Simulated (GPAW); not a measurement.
# Surface energy and work function of Ir(111) from slabs of 3 to 12 layers (RPBE)

How do energy and work function of Ir(111) films settle with thickness, and what surface energy follows?

How it was computed: GPAW 26.7.0, plane waves at 450 eV with PAW setups; symmetric 1×1 slabs cut at the tabulated lattice constant (two decimals; low-temperature values for the alkali metals), atoms at bulk places, 7.5 Å of vacuum on each side, one in-plane mesh for all thicknesses, Fermi-Dirac smearing of 0.1 eV. Energies are extrapolated to zero smearing and count from the program's reference atoms. Functional RPBE. The cell's area is 6.385 Å².

The runs, one held back:

```
layers  energy (eV)  work function (eV)
     3     −24.5576                5.27
     4     −33.3518                5.36
     5     −42.0537                5.37
     6     −50.7759                5.36
     7     −59.5180                5.36
     8     −68.2461                5.36
     9     −76.9712                5.36
    10     −85.7026                5.34
    11     −94.4373                5.36
    12            ?                   ?
```

To predict: What surface energy do these runs give, and what energy and work function should the 12-layer slab have?

Worked answer. A slab of n layers has E(n) = nε + 2Aγ once its middle is bulk-like. A line through n = 6 to 11 has the slope ε = −8.7310 eV a layer and the intercept 2Aγ = 1.6052 eV (r.m.s. residual 3.8 meV). So γ = 1.6052 / (2 × 6.385 Å²) = 0.1257 eV/Å² = 2.01 J/m², with a standard error of about 0.01 J/m² from the scatter about the line. For 12 layers: 1.6052 + 12 × (−8.7310) = −103.167 eV; the run gives −103.165 eV, 2.0 meV over the line. The work function has no such law: from 6 to 11 layers it moves between 5.34 and 5.36 eV (mean 5.36), and the 12-layer slab gives 5.36 eV. The thinnest slab, 3 layers, lies −0.09 eV from that mean. The measured value for this face is 5.78 eV (“Anisotropic work function of elemental crystals” (2019, arxiv:1902.07811)); the unrelaxed 12-layer slab lies 0.42 eV under it.

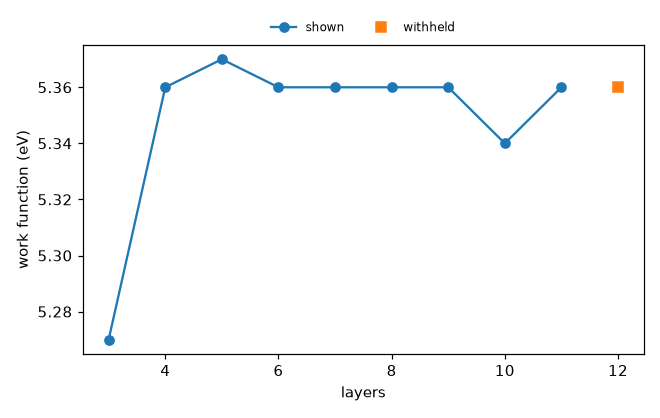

Work function against thickness.

**Limits.** The surfaces are unrelaxed, so γ is an upper bound for this functional and lattice constant. The tabulated lattice constant isn't the functional's own, which strains the slab a little. Spin-orbit coupling is left out.

[Logs are printed without paths, hosts, clocks, repeated set-up lines and the standing remarks that a program may print on its own settings, such as how far it seeks lower states.]
